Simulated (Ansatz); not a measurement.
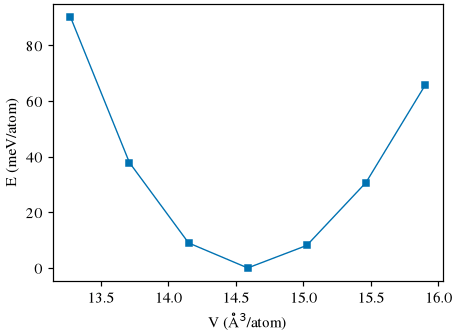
Figure. NbP (CsCl type, space group No. 221) under volume change, PBEsol in the plane-wave PAW code Ansatz, scaled uniformly.

Question: What does a third-order Birch–Murnaghan fit give for V₀, B₀ and B′?

Answer: V₀ = 14.59 Å³/atom, B₀ = 207 GPa, B′ = 4.3.

Space group Pm-3m (CsCl type). A made-up cell: these elements were put on the sites of a structure type; neither database checked (COD, Materials Project) lists it. COD files the formula under space group No. 141, so this cell is another polymorph or a model. Whether it is the stable phase at ambient conditions was not checked. Symmetry was held in the PBEsol relaxation; of distortions, only those at the zone centre were tested. The run is not spin-polarised.

Potentials: the later of the program's two PAW sets.
